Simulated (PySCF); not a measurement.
# Two runs on CO$_{2}$

System: CO$_{2}$, SMILES O=C=O.
Method of run 1: TDDFT PBE0/def2-TZVPD, vertical, gas phase, core orbitals frozen in the response (PySCF 2.14.0).

The geometry comes from this level: PBE0-D3(BJ)/def2-TZVP. Text and figures count atoms from 1; the logs count them from 0 in places.

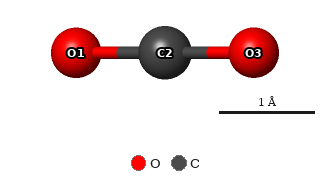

Fig. 1: The input geometry (ball-and-stick view, seen at an oblique angle; atoms are numbered from 1 in the order of the input). Bond lengths as drawn: C–O 1.16 Å.

**The input, run 1**
```
{"job": {"kind": "uv", "xc": "PBE0", "basis": "def2-TZVPD", "nstates": 3, "ntriplets": 0, "dynamic": true}, "charge": 0, "multiplicity": 1}
O      0.000000     0.000000    -1.156736
C     -0.000000    -0.000000    -0.000000
O      0.000000    -0.000000     1.156736
```

The first line tells a small driver script what to run in PySCF; the rest is the geometry in Å.

Hardware: 2 threads of Intel Xeon (Sapphire Rapids), 64 GiB of memory available, shared host.

**Output (run 1)**
```
coarse grid: 3264 points
cycle   1  E = -188.3428202144  dE =  6.469e-01  |g| = 8.395e-01  |ddm| = 1.645e+00
cycle   2  E = -188.1096935828  dE =  2.331e-01  |g| = 1.458e+00  |ddm| = 1.069e+00
cycle   3  E = -188.4667045056  dE = -3.570e-01  |g| = 2.682e-02  |ddm| = 6.417e-01
cycle   4  E = -188.4668042439  dE = -9.974e-05  |g| = 1.114e-02  |ddm| = 2.877e-02
cycle   5  E = -188.4668282082  dE = -2.396e-05  |g| = 1.756e-03  |ddm| = 7.545e-03
cycle   6  E = -188.4668286529  dE = -4.447e-07  |g| = 2.060e-04  |ddm| = 1.155e-03
final grid: 33624 points
cycle   7  E = -188.4672617172  dE = -5.443e-06  |g| = 1.037e-02  |ddm| = 3.678e-02
cycle   8  E = -188.4672308197  dE =  3.090e-05  |g| = 1.714e-02  |ddm| = 1.065e-02
cycle   9  E = -188.4672786501  dE = -4.783e-05  |g| = 3.721e-04  |ddm| = 7.183e-03
cycle  10  E = -188.4672786768  dE = -2.665e-08  |g| = 6.401e-05  |ddm| = 2.739e-04
cycle  11  E = -188.4672786775  dE = -7.816e-10  |g| = 3.891e-06  |ddm| = 4.105e-05
converged SCF energy = -188.4672786775

Static polarisability (au): isotropic 16.941, principal 12.654 12.654 25.516

Singlet excitations
state   eV       nm        f      main configurations
  1   8.9147    139.1   0.00000   H-1->L 0.96
  2   8.9147    139.1   0.00000   H->L 0.96
  3   8.9484    138.6   0.00000   H->L+2 0.33, H-1->L+1 0.33, H->L+1 0.17
```

The input of run 2 differs as follows (lines with − go, lines with + come):
```diff
-"xc": "PBE0"
+"xc": "CAM-B3LYP"
```

What does this change do to the results?

The total energies belong to different methods, so their difference says nothing on which is more stable or more accurate. The HOMO goes from −10.73 to −12.20 eV. The LUMO goes from −0.21 to 0.25 eV. The lowest excitation goes from 8.91 to 8.78 eV. The functional changes from PBE0 to CAM-B3LYP. The number of SCF iterations is the same.

**Output (run 2)**
```
coarse grid: 3264 points
cycle   1  E = -188.4543785774  dE =  6.523e-01  |g| = 9.087e-01  |ddm| = 1.654e+00
cycle   2  E = -188.3099841590  dE =  1.444e-01  |g| = 1.352e+00  |ddm| = 1.038e+00
cycle   3  E = -188.6025995326  dE = -2.926e-01  |g| = 3.058e-02  |ddm| = 5.749e-01
cycle   4  E = -188.6027456327  dE = -1.461e-04  |g| = 7.221e-03  |ddm| = 3.654e-02
cycle   5  E = -188.6027561932  dE = -1.056e-05  |g| = 1.487e-03  |ddm| = 4.340e-03
cycle   6  E = -188.6027567338  dE = -5.406e-07  |g| = 4.161e-04  |ddm| = 1.613e-03
final grid: 33624 points
cycle   7  E = -188.6046282619  dE = -1.218e-05  |g| = 2.394e-03  |ddm| = 4.443e-02
cycle   8  E = -188.6046275147  dE =  7.472e-07  |g| = 3.256e-03  |ddm| = 2.600e-03
cycle   9  E = -188.6046291564  dE = -1.642e-06  |g| = 7.847e-05  |ddm| = 1.347e-03
cycle  10  E = -188.6046291580  dE = -1.681e-09  |g| = 1.709e-05  |ddm| = 1.098e-04
cycle  11  E = -188.6046291581  dE = -7.108e-11  |g| = 3.727e-06  |ddm| = 2.231e-05
converged SCF energy = -188.6046291581

Static polarisability (au): isotropic 17.108, principal 12.760 12.760 25.805

Singlet excitations
state   eV       nm        f      main configurations
  1   8.7767    141.3   0.00000   H->L 0.65, H-1->L 0.27
  2   8.7767    141.3   0.00000   H-1->L 0.65, H->L 0.27
  3   8.8453    140.2   0.00000   H->L+5 0.30, H-1->L+4 0.30, H-1->L+5 0.20
```

**The two runs side by side**

| quantity | run 1 | run 2 |
| --- | --- | --- |
| outcome | converged | converged |
| total energy (hartree) | −188.467279 | −188.604629 |
| HOMO (eV) | −10.73 | −12.20 |
| LUMO (eV) | −0.21 | 0.25 |
| dipole moment (D) | 0.00 | 0.00 |
| lowest excitation (eV) | 8.91 | 8.78 |
| SCF iterations | 11 | 11 |
| basis functions | 117 | 117 |
| wall time (shared host) | 2.2 s | 2.4 s |
